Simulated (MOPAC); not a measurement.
**Excited-state calculation of C2H5FO2Sn**

C2H5FO2Sn, SMILES CC(=O)[O][SnH2][F], computed with PM3, closed shell, COSMO solvent dmf (MOPAC 23.2.5).

The geometry: force field.

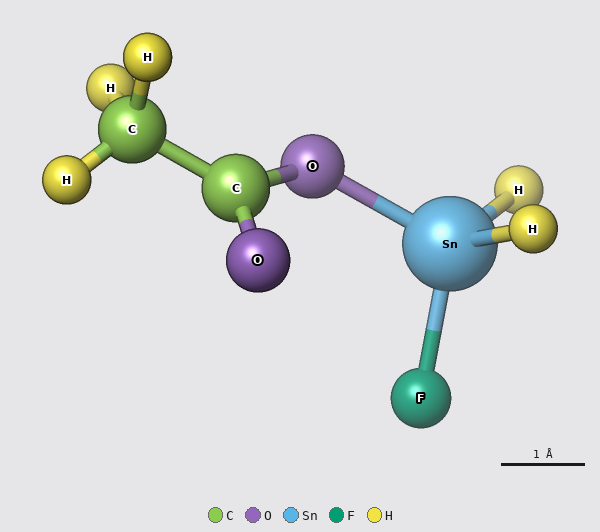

Fig. 1: The input geometry (ball-and-stick view, seen at a tilt). Sticks mark near contacts.

## The input (calc.mop)
```
PM3 MECI 1SCF PECI EPS=37.2 C.I.=(3,1) N**2=2.047 AUX(PRECISION=6) THREADS=1
C2H5FO2Sn

C  -1.93870 1 -0.91480 1  0.16530 1
C  -0.58950 1 -0.40560 1  0.35370 1
O  -0.03700 1 -0.62290 1  1.43670 1
O   0.12630 1  0.32700 1 -0.65910 1
Sn  1.93100 1  0.99900 1 -0.48000 1
F   3.13810 1 -0.47000 1 -0.17060 1
H  -2.10440 1 -1.85890 1  0.63700 1
H  -2.16590 1 -0.94480 1 -0.93790 1
H  -2.68510 1 -0.12140 1  0.64710 1
H   2.39360 1  1.85830 1 -1.89740 1
H   1.99710 1  2.09720 1  0.92580 1
```

## File mol.xyz
```
11
C2H5FO2Sn
C     -1.938700    -0.914800     0.165300
C     -0.589500    -0.405600     0.353700
O     -0.037000    -0.622900     1.436700
O      0.126300     0.327000    -0.659100
Sn     1.931000     0.999000    -0.480000
F      3.138100    -0.470000    -0.170600
H     -2.104400    -1.858900     0.637000
H     -2.165900    -0.944800    -0.937900
H     -2.685100    -0.121400     0.647100
H      2.393600     1.858300    -1.897400
H      1.997100     2.097200     0.925800
```

Run on 1 thread of Arm Neoverse N1, 54 GiB of memory available, shared host.

Launch command:
```bash
obabel mol.xyz -omop -xk "PM3 MECI 1SCF PECI EPS=37.2 C.I.=(3,1) N**2=2.047 AUX(PRECISION=6) THREADS=1" -O calc.mop
mopac calc.mop
```

## Log
```
MOPAC v23.2.5
PM3 CALCULATION RESULTS

 *  PM3        - The PM3 Hamiltonian to be used
 *  C.I.=(N,M) - 1 DOUBLY FILLED LEVELS USED IN A C.I. INVOLVING 3 M.O.'S
 *  EPS=37.2   - USE COSMO IMPLICIT SOLVATION MODEL
 *  N**2=2.047 - USED IN COSMO-CI
 *  1SCF       - DO 1 SCF AND THEN STOP
 *  PECI       - SINGLE AND PAIRED ELECTRON EXCITATIONS ONLY
 *  THREADS=1  - MULTI-THREADING NOT USED
 *  AUX        - OUTPUT AUXILIARY INFORMATION
 *  MECI       - M.E.C.I. WORKING TO BE PRINTED
PM3 MECI 1SCF PECI EPS=37.2 C.I.=(3,1) N**2=2.047 AUX(PRECISION=6) THREADS=1
 C2H5FO2Sn

   ATOM   CHEMICAL          X               Y               Z
  NUMBER   SYMBOL      (ANGSTROMS)     (ANGSTROMS)     (ANGSTROMS)

     1       C         -1.93870000  *  -0.91480000  *   0.16530000  *
     2       C         -0.58950000  *  -0.40560000  *   0.35370000  *
     3       O         -0.03700000  *  -0.62290000  *   1.43670000  *
     4       O          0.12630000  *   0.32700000  *  -0.65910000  *
     5      Sn          1.93100000  *   0.99900000  *  -0.48000000  *
     6       F          3.13810000  *  -0.47000000  *  -0.17060000  *
     7       H         -2.10440000  *  -1.85890000  *   0.63700000  *
     8       H         -2.16590000  *  -0.94480000  *  -0.93790000  *
     9       H         -2.68510000  *  -0.12140000  *   0.64710000  *
    10       H          2.39360000  *   1.85830000  *  -1.89740000  *
    11       H          1.99710000  *   2.09720000  *   0.92580000  *

          CARTESIAN COORDINATES

    NO.       ATOM           X           Y           Z

     1         C         -1.9387     -0.9148      0.1653
     2         C         -0.5895     -0.4056      0.3537
     3         O         -0.0370     -0.6229      1.4367
     4         O          0.1263      0.3270     -0.6591
     5        Sn          1.9310      0.9990     -0.4800
     6         F          3.1381     -0.4700     -0.1706
     7         H         -2.1044     -1.8589      0.6370
     8         H         -2.1659     -0.9448     -0.9379
     9         H         -2.6851     -0.1214      0.6471
    10         H          2.3936      1.8583     -1.8974
    11         H          1.9971      2.0972      0.9258

           Empirical Formula: C2 H5 O2 Sn F  =    11 atoms

      MOLECULAR POINT GROUP   :   C1

      RHF CALCULATION, NO. OF DOUBLY OCCUPIED LEVELS = 18

 -------------------------------------------------------------------------------
 PM3 MECI 1SCF PECI EPS=37.2 C.I.=(3,1) N**2=2.047 AUX(PRECISION=6) THREADS=1
 C2H5FO2Sn

     1SCF WAS SPECIFIED, SO BFGS WAS NOT USED
     SCF FIELD WAS ACHIEVED

                              PM3 CALCULATION

          FINAL HEAT OF FORMATION =       -117.47568 KCAL/MOL =    -491.51824 KJ/MOL
          VAN DER WAALS AREA      =        146.35 SQUARE ANGSTROMS

          DIELECTRIC ENERGY       =         -0.44005 EV
          COSMO AREA              =        146.35 SQUARE ANGSTROMS
          COSMO VOLUME            =        137.84 CUBIC ANGSTROMS

          IONIZATION POTENTIAL    =         11.595099 EV          STATE:   1 SINGLET A
          HOMO LUMO ENERGIES (EV) =        -11.595 -1.319
          NO. OF FILLED LEVELS    =         18
          MOLECULAR WEIGHT        =        198.7487         POINT GROUP:  C1

          MOLECULAR DIMENSIONS (Angstroms)

            Atom       Atom       Distance
            H    10    H     7     6.36182
            H     9    F     6     4.09006
            H     8    H    11     3.58574

          SCF CALCULATIONS        =          2

          WALL-CLOCK TIME         =      0.016 SECONDS
          COMPUTATION TIME        =      0.018 SECONDS

   ATOM   CHEMICAL          X               Y               Z
  NUMBER   SYMBOL      (ANGSTROMS)     (ANGSTROMS)     (ANGSTROMS)

     1       C         -1.93870000  *  -0.91480000  *   0.16530000  *
     2       C         -0.58950000  *  -0.40560000  *   0.35370000  *
     3       O         -0.03700000  *  -0.62290000  *   1.43670000  *
     4       O          0.12630000  *   0.32700000  *  -0.65910000  *
     5      Sn          1.93100000  *   0.99900000  *  -0.48000000  *
     6       F          3.13810000  *  -0.47000000  *  -0.17060000  *
     7       H         -2.10440000  *  -1.85890000  *   0.63700000  *
     8       H         -2.16590000  *  -0.94480000  *  -0.93790000  *
     9       H         -2.68510000  *  -0.12140000  *   0.64710000  *
    10       H          2.39360000  *   1.85830000  *  -1.89740000  *
    11       H          1.99710000  *   2.09720000  *   0.92580000  *

                             CARTESIAN COORDINATES

   1    C       -1.938700000    -0.914800000     0.165300000
   2    C       -0.589500000    -0.405600000     0.353700000
   3    O       -0.037000000    -0.622900000     1.436700000
   4    O        0.126300000     0.327000000    -0.659100000
   5   Sn        1.931000000     0.999000000    -0.480000000
   6    F        3.138100000    -0.470000000    -0.170600000
   7    H       -2.104400000    -1.858900000     0.637000000
   8    H       -2.165900000    -0.944800000    -0.937900000
   9    H       -2.685100000    -0.121400000     0.647100000
  10    H        2.393600000     1.858300000    -1.897400000
  11    H        1.997100000     2.097200000     0.925800000

           Empirical Formula: C2 H5 O2 Sn F  =    11 atoms

      MOLECULAR POINT GROUP   :   C1

                  EIGENVALUES
 -38.88481 -34.85495 -30.39211 -20.85568 -20.55900 -18.23701 -17.06873 -16.57134
 -16.17821 -15.89510 -15.75434 -14.42695 -13.83006 -13.23752 -12.96938 -12.41201
 -11.74566 -11.59510  -1.31903   0.28436   0.50458   0.94008   1.02039   2.50799
   3.57028   3.78628   4.22310   4.83127   6.54006

              NET ATOMIC CHARGES AND DIPOLE CONTRIBUTIONS

  ATOM NO.   TYPE          CHARGE      No. of ELECS.   s-Pop       p-Pop
    1          C          -0.143800        4.1438     1.13859     3.00521
    2          C           0.483429        3.5166     1.19298     2.32359
    3          O          -0.475269        6.4753     1.87261     4.60266
    4          O          -0.590252        6.5903     1.83088     4.75937
    5         Sn           1.208729        2.7913     1.00460     1.78667
    6          F          -0.416385        7.4164     1.68489     5.73149
    7          H           0.094366        0.9056     0.90563
    8          H           0.078240        0.9218     0.92176
    9          H           0.100174        0.8998     0.89983
   10          H          -0.150541        1.1505     1.15054
   11          H          -0.188690        1.1887     1.18869
 DIPOLE           X         Y         Z       TOTAL
 POINT-CHG.    -1.969     2.424    -2.369     3.920
 HYBRID        -0.314    -0.352    -0.098     0.482
 SUM           -2.283     2.072    -2.467     3.949

          ATOMIC ORBITAL ELECTRON POPULATIONS

     Atom    s        px        py        pz
    1  C   1.13859   0.92968   1.02995   1.04558
    2  C   1.19298   0.85285   0.68795   0.78279
    3  O   1.87261   1.71594   1.56973   1.31699
    4  O   1.83088   1.51434   1.70178   1.54326
    5 Sn   1.00460   0.45154   0.59328   0.74184
    6  F   1.68489   1.88880   1.86816   1.97454
    7  H   0.90563
    8  H   0.92176
    9  H   0.89983
   10  H   1.15054
   11  H   1.18869

          MULTI-ELECTRON CONFIGURATION INTERACTION CALCULATION

          COMPONENT OF SPIN  =  0.0

           NO OF CONFIGURATIONS CONSIDERED = 7

 CONFIGURATIONS CONSIDERED IN C.I.
 M.O. NUMBER :        18  19  20
          ENERGY

              1        1   0   0
          0.0000       1   0   0

              2        1   0   0
          4.9363       0   1   0

              3        1   0   0
          6.5842       0   0   1

              4        0   1   0
          4.9363       1   0   0

              5        0   1   0
         12.6144       0   1   0

              6        0   0   1
          6.5842       1   0   0

              7        0   0   1
         14.6191       0   0   1

  STATE       ENERGY (EV)        Q.N.  SPIN   SYMMETRY              POLARIZATION
         ABSOLUTE     RELATIVE                                X           Y           Z

    1+   -0.010123    0.000000     1+  SINGLET     A
    2     4.443360    4.453483     1   TRIPLET     A
    3     5.035414    5.045537     2   SINGLET     A         0.0318      0.0310      0.0129
    4     6.248851    6.258974     2   TRIPLET     A
    5     6.650765    6.660888     3   SINGLET     A         0.0599      0.0146      0.1981
    6    11.636904   11.647027     4   SINGLET     A         0.0004      0.0000      0.0005
    7    14.397020   14.407143     5   SINGLET     A         0.0002      0.0000      0.0003
           The "+" symbol indicates the root used.

 *                    *
 * JOB ENDED NORMALLY *
 *                    *

 TOTAL JOB TIME:             0.02 SECONDS

 == MOPAC DONE ==
```

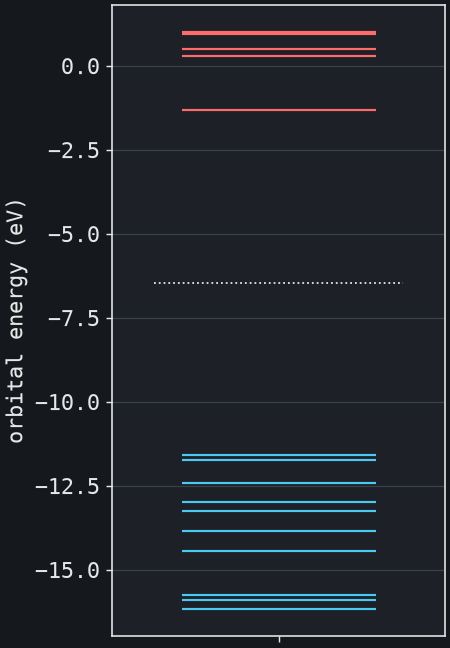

Fig. 2: Orbital energies near the frontier; the dotted line parts filled from empty levels, and levels within 0.02 eV of each other stand side by side. Highest filled −11.60 eV, lowest empty −1.32 eV, 10.28 eV apart.

## Summary

| quantity | value |
| --- | --- |
| outcome | converged |
| heat of formation | −117.48 kcal/mol |
| basis functions | 29 |
| HOMO | −11.60 eV |
| LUMO | −1.32 eV |
| dipole moment | 3.95 D |
| peak memory | 0.074 GiB |

MOPAC's energies along a path are heats of formation.
